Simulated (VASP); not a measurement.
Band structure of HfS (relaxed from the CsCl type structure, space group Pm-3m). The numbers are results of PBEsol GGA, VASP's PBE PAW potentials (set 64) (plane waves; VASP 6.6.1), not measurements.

Unless said otherwise, spin-orbit coupling is left out, though it shifts the bands of the heavy elements here.

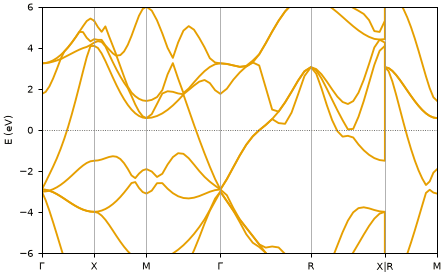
Figure. Bands along high-symmetry lines, zero at the valence-band maximum or, without a gap, the Fermi level

Read the plot: is there a gap, and where are the band edges?

It has no gap at this level: it comes out as a metal or semimetal. (Edges off the drawn lines would not show.)

The structure was generated: HfS was put into the CsCl type type (Pm-3m), which need not be its known phase. It was relaxed first, which changed the volume by -35 %.
